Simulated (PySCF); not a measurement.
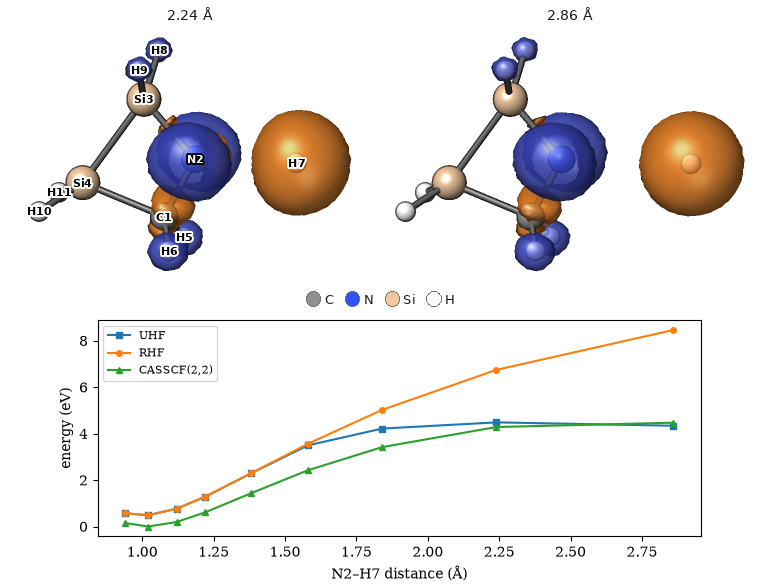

*CH$_{7}$NSi$_{2}$, SMILES `C1N[SiH2][SiH2]1`. Rigid stretch of the N2–H7 bond. Broken-symmetry UHF spin density at ±0.03 e/Å³ (orange: α, blue: β). Below: energies along the scan, from the lowest point of the three curves.*

Level of theory: 6-31+G* basis (PySCF), at a geometry from GFN2-xTB. No frequency check shows the geometry to be a minimum.

Geometry (Å), atoms numbered from 1:

```
C1       0.7238   -1.2463    0.0004
N2      -0.7259   -1.0958    0.0002
Si3     -1.1632    0.5650    0.0001
Si4      1.1554    0.6322   -0.0002
H5       1.0657   -1.8010    0.8805
H6       1.0657   -1.8011   -0.8802
H7      -1.2875   -1.9312   -0.0030
H8      -1.9452    0.9585    1.1835
H9      -1.9453    0.9584   -1.1833
H10      1.9469    1.0015   -1.1795
H11      1.9470    1.0017    1.1794
```

**How does the broken-symmetry solution share the spin, and how far is it from a pure singlet?**

At 2.86 Å excess α spin lies mostly on H7 and excess β on N2; the two could be swapped at no cost. ⟨S²⟩ is 1.01 at 2.24 Å and 1.01 at 2.86 Å, against 0 for a pure singlet and 1 for an equal mix of singlet and triplet.

**Where does the UHF solution part from RHF?**

Between 1.38 Å (⟨S²⟩ = 0, the two coincide) and 1.58 Å (⟨S²⟩ = 0.25); at 2.86 Å ⟨S²⟩ is 1.01 and UHF lies 4.1 eV below RHF.

**How much energy does the stretch cost?**

By CASSCF, 4.5 eV from the lowest point of the scan (1.02 Å) to 2.86 Å; RHF gives 8.0 eV from its own lowest point. The fragments aren't relaxed and dynamic correlation is missing, so this isn't a bond dissociation energy.

The PySCF run took 8.6 min on 1 thread of Arm Neoverse V1 (shared host), peak memory 0.25 GiB.
